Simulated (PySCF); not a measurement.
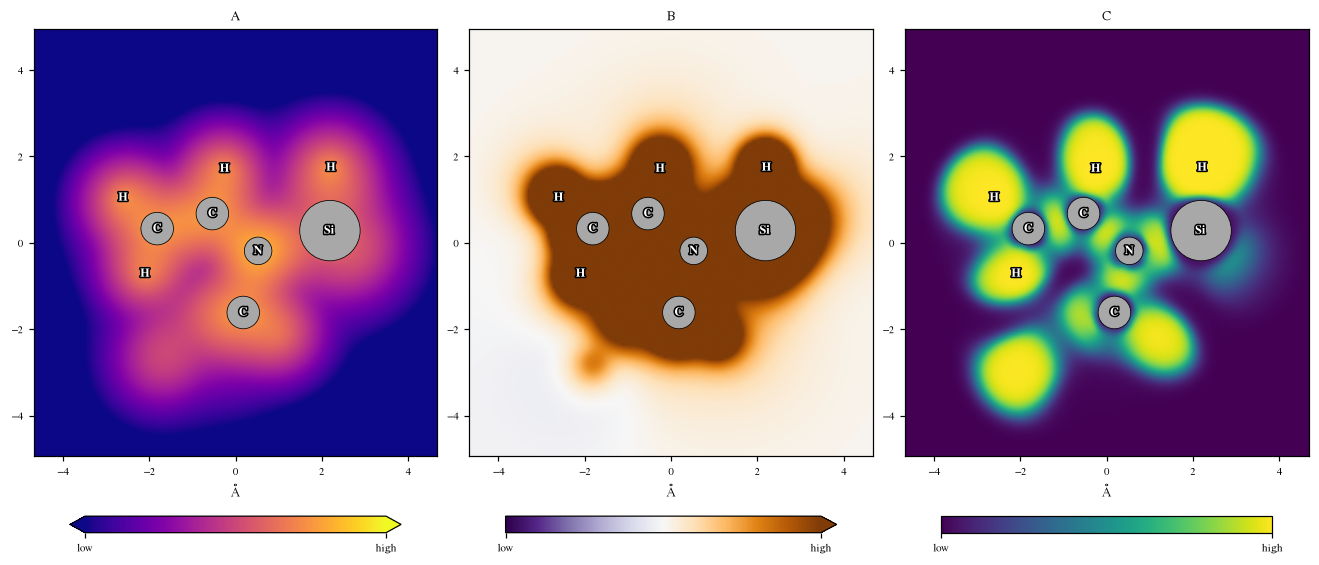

C$_{4}$H$_{12}$BNSi (SMILES B[C@H](C)N([SiH3])C=C): 3 fields on the plane of atoms C2, N4 and Si5, with unlabelled colour scales. Grey discs cover the atomic cores.

Geometry: GFN2-xTB.

Method: PBE0/def2-SVPD, SCF density, gas phase in PySCF 2.14.0.

Q: Match the panels to the quantities (electron density, electron localisation function and electrostatic potential).

A: Panel A: electron density. Panel B: electrostatic potential (strongly positive close to the atoms and fading to about zero outside). Panel C: electron localisation function. From the grid: C–C (1.33 Å): the density is about 2.3 e/Å³ at the midpoint; the ELF peaks at about 0.95 between the atoms (a short, multiple covalent bond). C–N (1.37 Å): ρ is about 2.3 e/Å³ halfway; the ELF peaks at about 0.90 between the atoms: a covalent bond.
